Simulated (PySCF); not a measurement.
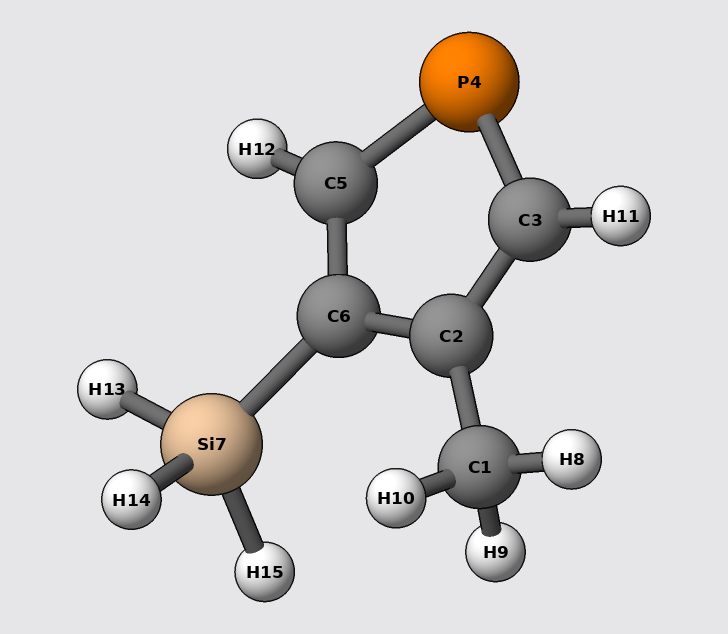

Charge −1, singlet. The geometry was computed by an optimisation with PBE0-D3(BJ)/def2-SVP. No frequency run is at hand to confirm it as a minimum. Method: GIAO PBE0/pcSseg-1 NMR shielding, non-relativistic, IEF-PCM tetrahydrofuran (PySCF 2.14.0). Principal shieldings σ11 ≤ σ22 ≤ σ33, span Ω = σ33 − σ11, skew κ = 3(σiso − σ22)/Ω.

Give the shielding tensors of the Si atoms.

```
atom    σ11    σ22    σ33   σiso      Ω     κ
 Si7  384.6  435.9  490.8  437.1  106.2  0.03
```

Shieldings and span in ppm.
